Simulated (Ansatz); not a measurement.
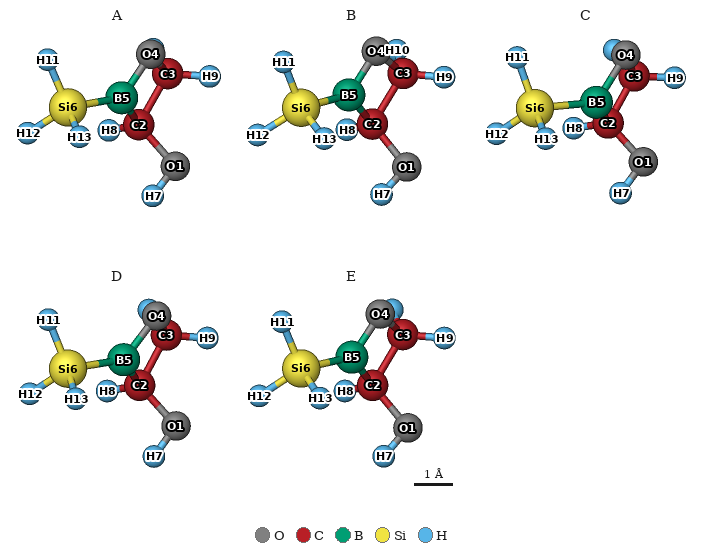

5 geometries from one relaxation of C2H7BO2Si, in shuffled order. Style: ball-and-stick. Shown from a free direction.

The run prepares the start of a later molecular dynamics calculation, from a guessed geometry.

These are results of Ansatz, RKS r2SCAN-D4/STO-3G, not measurements. (no spin polarisation; force threshold 0.02 eV/Å; at most 40 steps)

**Order the frames from highest to lowest energy.**

C, D, A, E, B. They are steps 0, 1, 2, 5, 9, at +1.960 eV, +0.418 eV, +0.120 eV, +0.019 eV relative to the last. The energy falls by 1.960 eV in 8 accepted moves (9 points after the start). Largest force component: 6 eV/Å at the start, 0.013 eV/Å at the end. The line search rejected the trial step at point 3 of the run. The largest move after the best rigid fit is that of B5, 0.52 Å. Largest moves by element: B 0.52 Å, H 0.48 Å, O 0.43 Å, C 0.16 Å, Si 0.05 Å. Among the contacts that change: O4–B5 1.552 → 1.387 Å, C3–O4 1.373 → 1.511 Å, C2–C3 1.447 → 1.576 Å, O1–C2 1.392 → 1.472 Å. Bond angles that change, for instance: C2–B5–O4 84.6° → 94.6°, C2–B5–Si6 129.9° → 138.9°, O1–C2–B5 112.4° → 120.6°. Cost: 38 s on 1 thread of Arm Neoverse V2 (shared host), peak memory 0.14 GiB.

Limits of the set-up: STO-3G is a minimal basis, so the numbers are rough.
